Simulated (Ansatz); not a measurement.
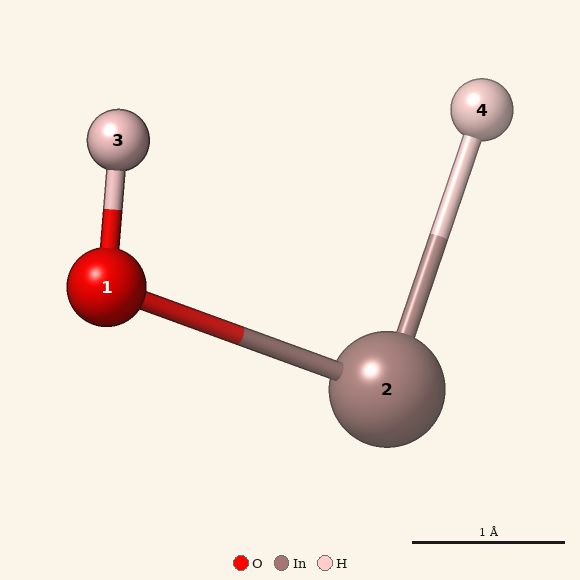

Orthographic view. Depth is shown by fading: the farther an atom, the more it takes the colour of the background. The species has charge −1 and is a spin singlet. The computed structure is the end point of a PBE-D4/def2-SVPD optimisation. No frequency run is at hand to confirm it as a minimum.

Give the geometry as a Z-matrix, atoms in numerical order, with these reference atoms: 2 to 1; 3 to 1, 2; 4 to 2, 1, 3.

```
O  
In   1   2.198
H    1   0.974   2   104.1
H    2   1.967   1    91.7   3     0.0
```
